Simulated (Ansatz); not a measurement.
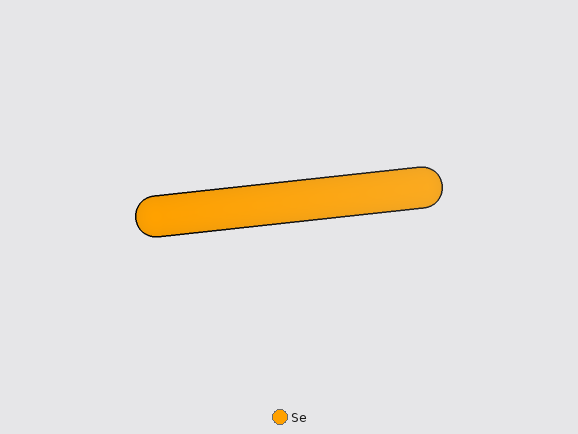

The structure as it stands in the input.

Input file:

```yaml
crystal:
  periodic: [false, false, false]
  atoms:
    - {symbol: Se, position_ang: [0.945584, -0.357691, 0.513892]}
    - {symbol: Se, position_ang: [-0.953776, 0.322176, -0.478203]}
basis:
  gaussian: {orbitals: 6-31G, point_charges: [{charge: 2.00, position_ang: [4.700, -0.605, -0.414]}]}
total_charge: 1
magnetization: {spin_polarized: true, initial_magnetization: 1}
hamiltonian: {xc: {name: r2SCANh}}
output: {forces: true}
```

Command:

```sh
ansatz run in.yaml --threads 2 --pin off --events-out ev --progress --plain --max-ram 22528MiB --backend cpu
```

Output:

```
Functional definition: r2SCANh
  name "r2SCANh"
  cite "Bursch, Neugebauer, Ehlert & Grimme, J. Chem. Phys. 156, 134105 (2022) doi:10.1063/5.0086040"
  cite "Furness, Kaplan, Ning, Perdew & Sun, J. Phys. Chem. Lett. 11, 8208 (2020) doi:10.1021/acs.jpclett.0c02405"
  cite "Furness, Kaplan, Ning, Perdew & Sun, J. Phys. Chem. Lett. 11, 9248 (2020) doi:10.1021/acs.jpclett.0c03077"
  parent r2scan
  parameter a = 0.1
  parameter k0 = 0.174
  parameter k1 = 0.065
  parameter a1 = 4.9479
  exchange = (1 - a)*r2scan_x(k0 = k0, k1 = k1, a1 = a1) + a*exact_x
  correlation = r2scan_c
505 factors; integrals over basis functions are off by at most 6.7e-4 eV
mean field evaluation 1: about -130656.1285 eV, gradient 2.8e1 eV
mean field evaluation 2: about -130620.4414 eV, gradient 6.3e1 eV
mean field evaluation 4: about -130662.3873 eV, gradient 5.8e0 eV
mean field evaluation 8: about -130662.6118 eV, gradient 2.5e-1 eV
mean field evaluation 16: about -130662.6489 eV, gradient 1.2e-1 eV
mean field evaluation 32: about -130662.6422 eV, gradient 4.5e-1 eV
mean field -130662.65260141 eV, -4801.7639167749 hartree, gradient 5.2e-6 eV, S^2 1.039520; 5 other end points of the search recorded, 0 dependent functions left out
the calculation of the forces begins
reference -130662.65260989 eV, -4801.7639170866 hartree; 34, 33 occupied and 24, 25 virtual orbitals, 505 factors
Total energy: -130662.65260989 eV, -4801.7639170866 hartree
Atom 0 at     0.945584    -0.357691     0.513892 Å, force    -0.758651     0.131329    -0.026845 eV/Å
Atom 1 at    -0.953776     0.322176    -0.478203 Å, force    -0.062328    -0.043803     0.141628 eV/Å
Dipole moment:    -0.744404     0.214606    -0.252225 e Å
```

The run converged.
